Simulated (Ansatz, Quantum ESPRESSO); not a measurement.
# Si3Ru (Fm-3m): zone-centre phonons

Aim: the zone-centre modes of Si3Ru (Fm-3m).

Calculated with Quantum ESPRESSO 7.5; DFT PBE, scalar-relativistic, plane waves, SG15 norm-conserving pseudopotentials.

The structure was built from a prototype and need not be the compound's stable phase.

**1. Starting point**

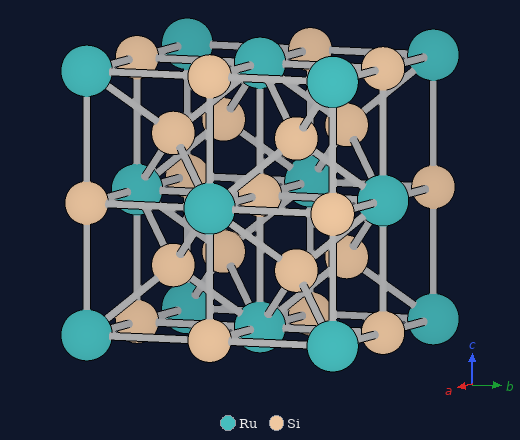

Start, viewed slightly off an axis; ruthenium teal, silicon light orange. This picture shows the conventional cell, with its axes. Some periodic images of atoms are drawn too.

As a file:

```cif
data_structure
_symmetry_space_group_name_H-M 'Fm-3m'
_symmetry_Int_Tables_number 225
_cell_length_a 6.0859
_cell_length_b 6.0859
_cell_length_c 6.0859
_cell_angle_alpha 90.000
_cell_angle_beta 90.000
_cell_angle_gamma 90.000
_cell_volume 225.41
loop_
_atom_site_label
_atom_site_type_symbol
_atom_site_symmetry_multiplicity
_atom_site_Wyckoff_symbol
_atom_site_fract_x
_atom_site_fract_y
_atom_site_fract_z
_atom_site_occupancy
Ru1 Ru 4 a 0.00000 0.00000 0.00000 1
Si1 Si 4 b 0.00000 0.50000 0.00000 1
Si2 Si 8 c 0.75000 0.25000 0.75000 1
```

**2. A first look**

A cheap run with smearing and empty bands tells whether the crystal has a gap, which decides between fixed occupations and smearing later on.

probe.in

```
&control
   calculation = 'scf'
   prefix = 'x'
   outdir = './tmp'
   pseudo_dir = './pseudo'
   tprnfor = .true.
   tstress = .true.
   verbosity = 'high'
/
&system
   ibrav = 0
   nat = 4
   ntyp = 2
   ecutwfc = 60.0
   occupations = 'smearing'
   smearing = 'gaussian'
   degauss = 0.01
/
&electrons
   conv_thr = 1.0d-07
   mixing_beta = 0.7
   electron_maxstep = 100
/
ATOMIC_SPECIES
 Ru    101.0700  Ru.upf
 Si     28.0850  Si.upf
CELL_PARAMETERS angstrom
    -3.042938060    0.000000000    3.042938060
     0.000000000    3.042938060    3.042938060
    -3.042938060    3.042938060    0.000000000
ATOMIC_POSITIONS crystal
 Ru     0.000000000   0.000000000   0.000000000
 Si     0.500000000   0.500000000   0.500000000
 Si     0.750000000   0.750000000   0.750000000
 Si     0.250000000   0.250000000   0.250000000
K_POINTS automatic
 6 6 6 0 0 0
```

The run is started by

```bash
> OMP_NUM_THREADS=1 mpirun -n 4 pw.x -nk 4 -in probe.in > probe.out
```

Log:

```text
[banners, grids, parts of the stress and lines that vanish by symmetry left out]
Program PWSCF v.7.5
     Message from routine setup:
     using ibrav=0 with symmetry is DISCOURAGED, use correct ibrav instead
[...]
kinetic-energy cutoff     =      60.0000  Ry
     charge density cutoff     =     240.0000  Ry
     scf convergence threshold =      1.0E-07
[...]
Exchange-correlation= PBE
                           (   1   4   3   4   0   0   0)
[...]
48 Sym. Ops., with inversion, found
[...]
(     0          1          0      )
                  (     0          0          1      )
[...]
(  0.0000000  1.0000000  0.0000000 )
                  ( -0.0000000 -0.0000000  1.0000000 )
[...]
(     1          0         -1      )
                  (     0          0         -1      )
[...]
(     0          1          0      )
[...]
( -1.0000000  0.0000000  0.0000000 )
                  (  0.0000000  1.0000000 -0.0000000 )
[...]
number of k points=    16  Gaussian smearing, width (Ry)=  0.0100
[...]
End of self-consistent calculation
[...]
the Fermi energy is    13.8060 ev
!    total energy              =    -212.26906409 Ry
[...]
convergence has been achieved in   7 iterations
[...]
atom    1 type  1   force =    -0.00000000    0.00000000   -0.00000000
     atom    2 type  2   force =     0.00000000    0.00000000    0.00000000
     atom    3 type  2   force =    -0.00000000   -0.00000000    0.00000000
     atom    4 type  2   force =     0.00000000   -0.00000000    0.00000000
[...]
Total force =     0.000000     Total SCF correction =     0.000000
[...]
total   stress  (Ry/bohr**3)                   (kbar)     P=      -56.27
[...]
XML data file, charge density, pseudopotentials, collected wavefunctions

   JOB DONE.
```

The job ended after 4.6 s (4 MPI ranks of Arm Neoverse V2, shared host; 18 s of CPU time).

Numbers from this step:

| Quantity | Value |
| --- | --- |
| volume per atom | 14.09 Å³ |
| pressure | -5.627 GPa |
| gap on the k-mesh | 0 eV |

No gap opens on this mesh, so smearing is kept; the start stands at -5.6 GPa.

**3. Relaxing the cell and atoms**

The relaxation runs at a cutoff a fifth above that of the response, since stress converges more slowly with the basis than frequencies do. Forces and stress are brought to rest with tight thresholds.

relax.in

```
&control
   calculation = 'vc-relax'
   prefix = 'x'
   outdir = './tmp'
   pseudo_dir = './pseudo'
   tprnfor = .true.
   tstress = .true.
   forc_conv_thr = 2.0d-05
   etot_conv_thr = 1.0d-07
   nstep = 40
/
&system
   ibrav = 0
   nat = 4
   ntyp = 2
   ecutwfc = 72
   occupations = 'smearing'
   smearing = 'mv'
   degauss = 0.02
/
&electrons
   conv_thr = 1.0d-11
   mixing_beta = 0.7
   electron_maxstep = 100
/
&ions
/
&cell
   press_conv_thr = 0.2
/
ATOMIC_SPECIES
 Ru    101.0700  Ru.upf
 Si     28.0850  Si.upf
CELL_PARAMETERS angstrom
    -3.042938060    0.000000000    3.042938060
     0.000000000    3.042938060    3.042938060
    -3.042938060    3.042938060    0.000000000
ATOMIC_POSITIONS crystal
 Ru     0.000000000   0.000000000   0.000000000
 Si     0.500000000   0.500000000   0.500000000
 Si     0.750000000   0.750000000   0.750000000
 Si     0.250000000   0.250000000   0.250000000
K_POINTS automatic
 10 10 10 0 0 0
```

The run is started by

```bash
> OMP_NUM_THREADS=1 mpirun -n 4 pw.x -nk 4 -in relax.in > relax.out
```

Log:

```text
[banners, grids, parts of the stress and lines that vanish by symmetry left out]
[banner, memory and clock lines left out]
Program PWSCF v.7.5

[...]
kinetic-energy cutoff     =      72.0000  Ry
     charge density cutoff     =     288.0000  Ry
     scf convergence threshold =      1.0E-11
[...]
energy convergence thresh.=      1.0E-07
     force convergence thresh. =      2.0E-05
     press convergence thresh. =      2.0E-01
     Exchange-correlation= PBE
                           (   1   4   3   4   0   0   0)
[...]
48 Sym. Ops., with inversion, found
[...]
number of k points=    47  Marzari-Vanderbilt smearing, width (Ry)=  0.0200
[...]
End of self-consistent calculation
[...]
the Fermi energy is    13.8495 ev
!    total energy              =    -212.26752150 Ry
[...]
convergence has been achieved in  11 iterations
[...]
atom    1 type  1   force =     0.00000000    0.00000000    0.00000000
     atom    2 type  2   force =    -0.00000000   -0.00000000   -0.00000000
     atom    3 type  2   force =    -0.00000000   -0.00000000    0.00000000
     atom    4 type  2   force =     0.00000000    0.00000000   -0.00000000
     Total force =     0.000000     Total SCF correction =     0.000000
[...]
total   stress  (Ry/bohr**3)                   (kbar)     P=      -45.22
[...]
number of bfgs steps    =   0
[...]
CELL_PARAMETERS (angstrom)
[...]
ATOMIC_POSITIONS (crystal)
Ru               0.0000000000        0.0000000000        0.0000000000
Si               0.5000000000        0.5000000000        0.5000000000
Si               0.7500000000        0.7500000000        0.7500000000
Si               0.2500000000        0.2500000000        0.2500000000
[...]
New effective cutoffs (rho, wfc):  292.21   73.11
[...]
End of self-consistent calculation
[...]
the Fermi energy is    14.2856 ev
!    total energy              =    -212.26923939 Ry
[...]
convergence has been achieved in   7 iterations
[...]
atom    1 type  1   force =    -0.00000000    0.00000000   -0.00000000
     atom    2 type  2   force =     0.00000000    0.00000000    0.00000000
     atom    3 type  2   force =     0.00000000   -0.00000000   -0.00000000
     atom    4 type  2   force =    -0.00000000    0.00000000    0.00000000
     Total force =     0.000000     Total SCF correction =     0.000000
[...]
total   stress  (Ry/bohr**3)                   (kbar)     P=      -12.14
[...]
number of bfgs steps    =   1
[...]
CELL_PARAMETERS (angstrom)
[...]
ATOMIC_POSITIONS (crystal)
[...]
New effective cutoffs (rho, wfc):  293.84   73.52
[...]
End of self-consistent calculation
[...]
the Fermi energy is    14.4452 ev
!    total energy              =    -212.26936075 Ry
[...]
convergence has been achieved in   9 iterations
[...]
atom    1 type  1   force =    -0.00000000   -0.00000000    0.00000000
     atom    2 type  2   force =     0.00000000    0.00000000   -0.00000000
     atom    3 type  2   force =     0.00000000   -0.00000000    0.00000000
     atom    4 type  2   force =     0.00000000    0.00000000   -0.00000000
     Total force =     0.000000     Total SCF correction =     0.000000
[...]
total   stress  (Ry/bohr**3)                   (kbar)     P=        0.71
[...]
number of bfgs steps    =   2
[...]
CELL_PARAMETERS (angstrom)
[...]
ATOMIC_POSITIONS (crystal)
[...]
New effective cutoffs (rho, wfc):  293.75   73.50
[...]
End of self-consistent calculation
[...]
the Fermi energy is    14.4364 ev
!    total energy              =    -212.26936115 Ry
[...]
convergence has been achieved in   8 iterations
[...]
atom    1 type  1   force =    -0.00000000   -0.00000000    0.00000000
     atom    2 type  2   force =     0.00000000   -0.00000000    0.00000000
     atom    3 type  2   force =    -0.00000000   -0.00000000    0.00000000
     atom    4 type  2   force =     0.00000000    0.00000000   -0.00000000
     Total force =     0.000000     Total SCF correction =     0.000000
[...]
total   stress  (Ry/bohr**3)                   (kbar)     P=       -0.01
[...]
number of bfgs steps    =   3
[...]
small trust_radius: resetting bfgs history
[...]
CELL_PARAMETERS (angstrom)
[...]
ATOMIC_POSITIONS (crystal)
[...]
New effective cutoffs (rho, wfc):  293.75   73.50
[...]
End of self-consistent calculation
[...]
the Fermi energy is    14.4365 ev
!    total energy              =    -212.26936115 Ry
[...]
convergence has been achieved in   3 iterations
[...]
atom    1 type  1   force =     0.00000000   -0.00000000    0.00000000
     atom    2 type  2   force =    -0.00000000    0.00000000   -0.00000000
     atom    3 type  2   force =     0.00000000   -0.00000000    0.00000000
     atom    4 type  2   force =     0.00000000    0.00000000   -0.00000000
     Total force =     0.000000     Total SCF correction =     0.000000
[...]
total   stress  (Ry/bohr**3)                   (kbar)     P=       -0.00
[...]
bfgs converged in   5 scf cycles and   4 bfgs steps
[...]
End of BFGS Geometry Optimization
     Final enthalpy           =    -212.2693611489 Ry
     File ./tmp/x.bfgs deleted, as requested
[...]
CELL_PARAMETERS (angstrom)
[...]
ATOMIC_POSITIONS (crystal)
[...]
Si               0.7500000000        0.7500000000        0.7500000000
Si               0.2500000000        0.2500000000        0.2500000000
[...]
Final scf calculation at the relaxed structure.
[...]
kinetic-energy cutoff     =      72.0000  Ry
     charge density cutoff     =     288.0000  Ry
     scf convergence threshold =      1.0E-13
[...]
press convergence thresh. =      2.0E-01
     Exchange-correlation= PBE
                           (   1   4   3   4   0   0   0)
[...]
48 Sym. Ops., with inversion, found
[...]
number of k points=    47  Marzari-Vanderbilt smearing, width (Ry)=  0.0200
[...]
c_bands:  1 eigenvalues not converged
     c_bands:  3 eigenvalues not converged
     c_bands:  2 eigenvalues not converged
     c_bands:  4 eigenvalues not converged
[...]
End of self-consistent calculation
[...]
the Fermi energy is    14.4365 ev
!    total energy              =    -212.26935705 Ry
[...]
convergence has been achieved in  12 iterations
[...]
atom    1 type  1   force =    -0.00000000    0.00000000   -0.00000000
     atom    2 type  2   force =     0.00000000    0.00000000    0.00000000
     atom    3 type  2   force =     0.00000000   -0.00000000    0.00000000
     atom    4 type  2   force =    -0.00000000    0.00000000   -0.00000000
     Total force =     0.000000     Total SCF correction =     0.000000
[...]
total   stress  (Ry/bohr**3)                   (kbar)     P=       -0.03
[...]
XML data file, charge density, pseudopotentials, collected wavefunctions
```

Wall time 77 s (4 MPI ranks).

Step by step:

```
step  energy less that of the first step (eV)  largest force (eV/Å)  pressure (GPa)  volume (Å³)
   1                                   0.0000                0.0000           -4.52        56.35
   2                                  -0.0234                0.0000           -1.21        55.06
   3                                  -0.0250                0.0000            0.07        54.60
   4                                  -0.0250                0.0000            0.00        54.63
   5                                  -0.0250                0.0000            0.00        54.63
   6                                  -0.0250                0.0000            0.00        54.63
```

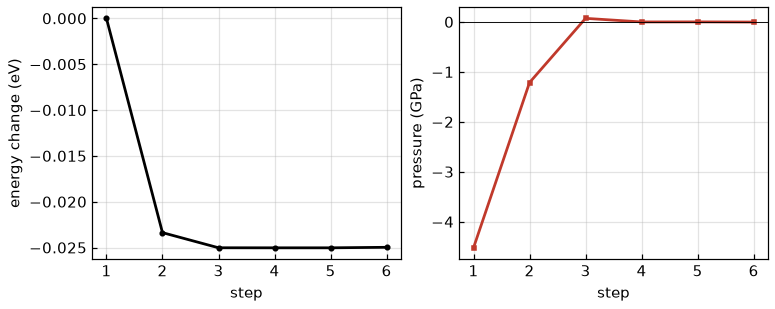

Energy and pressure along the relaxation.

```
conventional cell, symmetrised  before  after  change
                         a (Å)   6.086  6.023  -1.0 %
                         b (Å)   6.086  6.023  -1.0 %
                         c (Å)   6.086  6.023  -1.0 %
              volume (Å³/atom)   14.09  13.66  -3.1 %
```

Final coordinates:

```xyz
4
Lattice="-3.0116 0.0000 3.0116 0.0000 3.0116 3.0116 -3.0116 3.0116 0.0000" Properties=species:S:1:pos:R:3 pbc="T T T"
Ru    0.0000    0.0000    0.0000
Si   -3.0116    3.0116    3.0116
Si   -4.5174    4.5174    4.5174
Si   -1.5058    1.5058    1.5058
```

The last row of the table of steps is pw.x's closing run on a basis chosen anew for the final cell, so its energy can jump.

Numbers from this step:

```yaml
volume_per_atom: 13.66 Å³
pressure: -0.003000 GPa
```

The volume changes by -3.1 % from the cell with which this run began.

**4. Ground state**

Perturbation theory inherits every error of the wavefunctions, so the threshold is set near the limit of the arithmetic. Smearing stays on, as the first look found no gap above 0.3 eV.

scf.in

```
&control
   calculation = 'scf'
   prefix = 'x'
   outdir = './tmp'
   pseudo_dir = './pseudo'
   tprnfor = .true.
   tstress = .true.
/
&system
   ibrav = 0
   nat = 4
   ntyp = 2
   ecutwfc = 60.0
   occupations = 'smearing'
   smearing = 'mv'
   degauss = 0.02
/
&electrons
   conv_thr = 1.0d-12
   mixing_beta = 0.7
   electron_maxstep = 100
/
ATOMIC_SPECIES
 Ru    101.0700  Ru.upf
 Si     28.0850  Si.upf
CELL_PARAMETERS angstrom
    -3.011603911    0.000000000    3.011603911
     0.000000000    3.011603911    3.011603911
    -3.011603911    3.011603911    0.000000000
ATOMIC_POSITIONS crystal
 Ru     0.000000000   0.000000000   0.000000000
 Si     0.500000000   0.500000000   0.500000000
 Si     0.750000000   0.750000000   0.750000000
 Si     0.250000000   0.250000000   0.250000000
K_POINTS automatic
 10 10 10 0 0 0
```

The run is started by

```bash
> OMP_NUM_THREADS=1 mpirun -n 4 pw.x -nk 4 -in scf.in > scf.out
```

Log:

```text
[banners, grids, parts of the stress and lines that vanish by symmetry left out]
[banner, memory and clock lines left out]
Program PWSCF v.7.5

[...]
kinetic-energy cutoff     =      60.0000  Ry
     charge density cutoff     =     240.0000  Ry
     scf convergence threshold =      1.0E-12
[...]
Exchange-correlation= PBE
                           (   1   4   3   4   0   0   0)
[...]
48 Sym. Ops., with inversion, found
[...]
number of k points=    47  Marzari-Vanderbilt smearing, width (Ry)=  0.0200
[...]
End of self-consistent calculation
[...]
the Fermi energy is    14.4367 ev
!    total energy              =    -212.26916849 Ry
[...]
convergence has been achieved in  12 iterations
[...]
atom    1 type  1   force =     0.00000000    0.00000000    0.00000000
     atom    2 type  2   force =     0.00000000    0.00000000    0.00000000
     atom    3 type  2   force =    -0.00000000    0.00000000   -0.00000000
     atom    4 type  2   force =     0.00000000   -0.00000000   -0.00000000
     Total force =     0.000000     Total SCF correction =     0.000000
[...]
total   stress  (Ry/bohr**3)                   (kbar)     P=       -0.38
[...]
XML data file, charge density, pseudopotentials, collected wavefunctions
```

It took 12 s on 4 MPI ranks; 47 s of CPU time.

This step gave:

```
pressure : -0.038 GPa
```

The cell stands at -0.038 GPa, close enough for phonons.

[end of part 1 of 3]

[Host names and launcher messages were left out of these logs when they were recorded.]

[Logs are printed without paths, hosts, clocks, repeated set-up lines and the standing remarks that a program may print on its own settings, such as how far it seeks lower states.]

[Hosts, paths, dates, database ids (printed as entryN), source tags and the programs' standing remarks are cut or masked in the printed files.]
